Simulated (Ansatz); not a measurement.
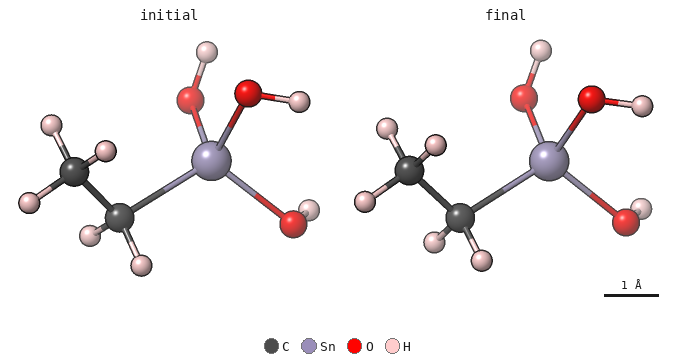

The structure of C₂H₈O₃Sn before (left) and after (right) a relaxation, at one scale.

A ball-and-stick model, seen at a tilt.

The start comes from PBE-D4/def2-SVP.

Level of theory: RKS PBE0-D4/def2-TZVP (Ansatz 0.2.0).

Input
```yaml
crystal:
  periodic: [false, false, false]
  atoms:
    - {symbol: C, position_ang: [1.159488, -0.985716, 1.495910]}
    - {symbol: C, position_ang: [0.768018, -1.144415, 0.024727]}
    - {symbol: Sn, position_ang: [-0.533557, 0.447894, -0.642673]}
    - {symbol: O, position_ang: [-2.476813, 0.124368, -0.218628]}
    - {symbol: O, position_ang: [-0.051539, 2.175380, 0.276024]}
    - {symbol: O, position_ang: [-0.434290, 0.803650, -2.621567]}
    - {symbol: H, position_ang: [1.872828, -1.780212, 1.801196]}
    - {symbol: H, position_ang: [0.278433, -1.059495, 2.166658]}
    - {symbol: H, position_ang: [1.642045, -0.006102, 1.689532]}
    - {symbol: H, position_ang: [0.222012, -2.089632, -0.174323]}
    - {symbol: H, position_ang: [1.643445, -1.111179, -0.656841]}
    - {symbol: H, position_ang: [-2.800745, 0.911100, 0.265088]}
    - {symbol: H, position_ang: [0.048741, 2.861625, -0.413614]}
    - {symbol: H, position_ang: [-1.351166, 0.823634, -2.962690]}
basis:
  gaussian: {orbitals: def2-TZVP}
hamiltonian: {xc: pbe0, dispersion: d4}
relax: {f_tol: 0.005, max_steps: 150}
```

Command:
```bash
ansatz run in.yaml --threads 4 --pin off --events-out ev --progress --plain --max-ram 11315MiB
```

### Summarise the run.

Over 13 accepted moves (14 points after the start) the energy falls by 14.1 kJ/mol. Largest force component: 1.1 eV/Å at the start, 0.0027 eV/Å at the end. The line search rejected the trial step at point 3 of the run. The largest moves after the best rigid fit, 0.21 Å, are those of H10 and H11. Largest moves by element: H 0.21 Å, O 0.19 Å, C 0.10 Å, Sn 0.05 Å. Some distances before and after: Sn3–O4 2.015 → 1.962 Å, Sn3–O6 2.013 → 1.961 Å, C2–Sn3 2.162 → 2.124 Å, O4–H12 0.979 → 0.961 Å. Among the angles between lasting bonds that change: Sn3–O6–H14 107.5° → 111.6°, Sn3–O5–H13 107.7° → 111.8°. Cost: 76 s on 4 threads of Arm Neoverse V2 (shared host).
